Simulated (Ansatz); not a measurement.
Consider CH5Al···C2H6.

Input

```
crystal:
  periodic: [false, false, false]
  atoms:
    - { symbol: Al, position_ang: [-0.8569, 0.8399, -0.4025] }
    - { symbol: C, position_ang: [0.3907, -1.0233, 0.0618] }
    - { symbol: C, position_ang: [0.3072, -1.2152, -1.4627] }
    - { symbol: H, position_ang: [-2.3481, 0.4432, -0.3803] }
    - { symbol: H, position_ang: [-0.3997, 1.8051, -1.5206] }
    - { symbol: H, position_ang: [0.1918, 0.1761, 0.7627] }
    - { symbol: C, position_ang: [0.0989, 1.2827, 1.6279] }
    - { symbol: H, position_ang: [-0.257, -1.7714, 0.5361] }
    - { symbol: H, position_ang: [1.4097, -1.2535, 0.382] }
    - { symbol: H, position_ang: [0.3822, -2.2638, -1.7558] }
    - { symbol: H, position_ang: [-0.655, -0.8365, -1.8585] }
    - { symbol: H, position_ang: [1.0986, -0.6619, -1.9676] }
    - { symbol: H, position_ang: [1.1599, 1.5457, 1.6443] }
    - { symbol: H, position_ang: [-0.4201, 2.2388, 1.8064] }
    - { symbol: H, position_ang: [-0.1023, 0.6941, 2.527] }
basis:
  gaussian: { orbitals: def2-SVP }
hamiltonian:
  xc: lda
relax:
  f_tol: 0.15
  max_steps: 25
  restrain:
    - { distance: [0, 6], at: 1.97, k: 30.0 }
    - { distance: [5, 1], at: 1.07, k: 30.0 }
    - { distance: [0, 1], at: 3.27, k: 30.0 }
    - { distance: [5, 6], at: 2.37, k: 30.0 }
output:
  orbitals: {}
```

Command:

```sh
ansatz run input.yaml --threads 2 --pin off --max-ram 3072MiB --backend cpu --events-out ev --progress --plain --runs-dir out
```

The fields are those of the run's last geometry, not of the input's.

Not at a stationary point (largest force 0.8 eV/Å).

Theory: RKS LDA/def2-SVP in Ansatz 0.2.0.

What will maps of the electron density and electron localisation function show?

C–Al (1.96 Å): ρ at the midpoint is about 0.69 e/Å³; the ELF peaks at about 0.95 between the atoms: a polar covalent bond.
C–H (1.09 Å): ρ is about 1.9 e/Å³ halfway; the ELF climbs to about 1 towards the hydrogen, as it does in any bond to H: an ordinary covalent bond to hydrogen.

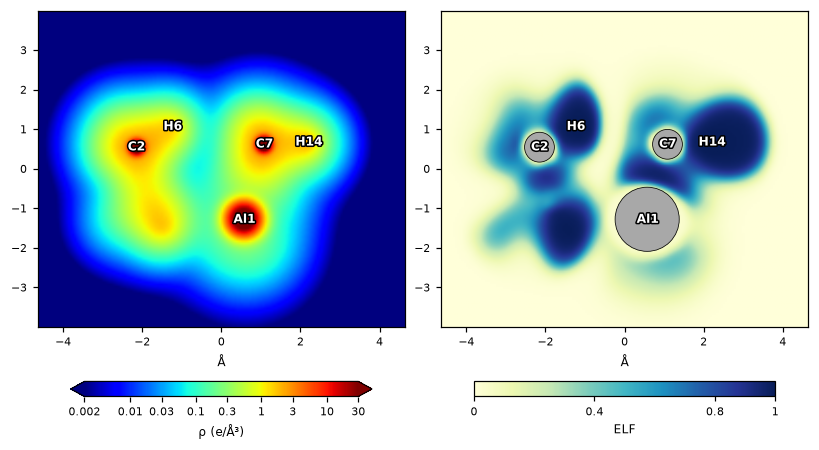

Computed electron density and electron localisation function on the plane of atoms Al1, C7 and H14, in this order. Grey discs cover the atomic cores in the ELF map. 
